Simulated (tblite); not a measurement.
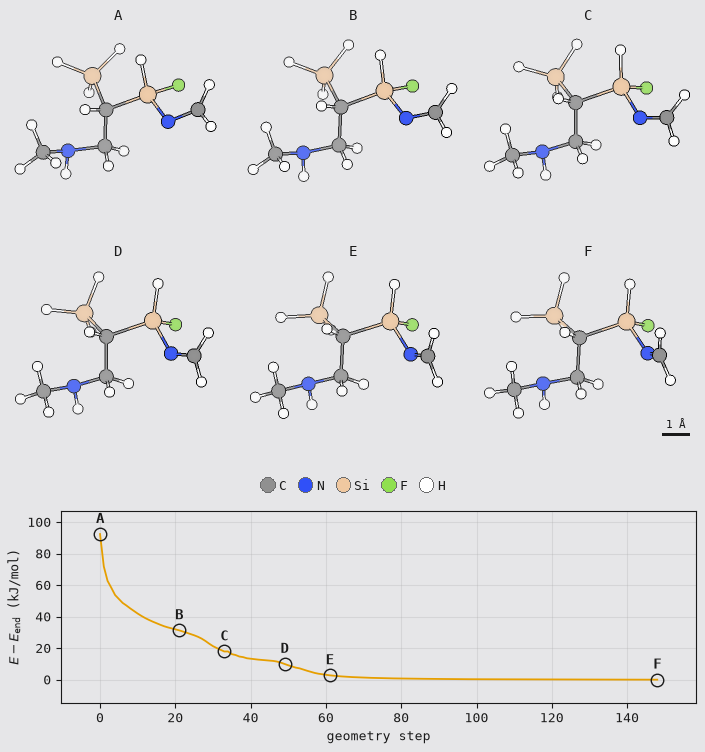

Frames of a relaxation of C₄H₁₃FN₂Si₂, marked on the history of the run. The picture is a ball-and-stick view, seen from a free direction.

Level of theory: GFN2-xTB geometry optimisation, gas phase (tblite 0.8.0). 

What happens along the run?

Answer. The largest move after the best rigid fit is that of an H atom, 1.43 Å. By element the largest moves are H 1.43 Å, N 0.75 Å, Si 0.61 Å, F 0.60 Å, C 0.48 Å. Among the contacts that change: N–Si 2.969 → 2.633 Å, F–Si 1.711 → 1.613 Å, C–Si 1.812 → 1.887 Å, C–N 1.294 → 1.246 Å. Bond angles that change, for instance: C–N–Si 114.5° → 136.6°, N–Si–H 105.4° → 119.7°, N–Si–C 117.1° → 106.2°. Groups turn about N–Si by about 80°, C–Si by about 35°, C–N by about 30°. Over 148 geometry steps the energy falls by 92.4 kJ/mol. Cost: 2.6 s on 1 thread of Arm Neoverse N1, with other jobs on the host. From step 0 to 21: an H atom moves most (0.44 Å), energy −61.1 kJ/mol. From step 21 to 33: an H atom moves most (0.46 Å), energy −13.4 kJ/mol. From step 33 to 49: an H atom moves most (0.36 Å), energy −7.90 kJ/mol. From step 49 to 61: an H atom moves most (0.40 Å), energy −7.22 kJ/mol. From step 61 to 148: an H atom moves most (0.36 Å), energy −2.76 kJ/mol.

| step | E − E(0), kJ/mol |
| --- | --- |
| 0 | 0.00 |
| 1 | -20.55 |
| 2 | -29.73 |
| 3 | -34.10 |
| 4 | -38.70 |
| 5 | -41.15 |
| 6 | -43.69 |
| 7 | -45.33 |
| 8 | -47.14 |
| 9 | -48.81 |
| 10 | -50.46 |
| 17 | -58.48 |
| 25 | -64.23 |
| 32 | -73.40 |
| 39 | -78.81 |
| 46 | -80.51 |
| 54 | -86.00 |
| 61 | -89.64 |
| 68 | -90.86 |
| 75 | -91.45 |
| 83 | -91.78 |
| 90 | -91.94 |
| 97 | -92.09 |
| 104 | -92.15 |
| 112 | -92.19 |
| 119 | -92.24 |
| 126 | -92.28 |
| 133 | -92.32 |
| 141 | -92.38 |
| 148 | -92.40 |
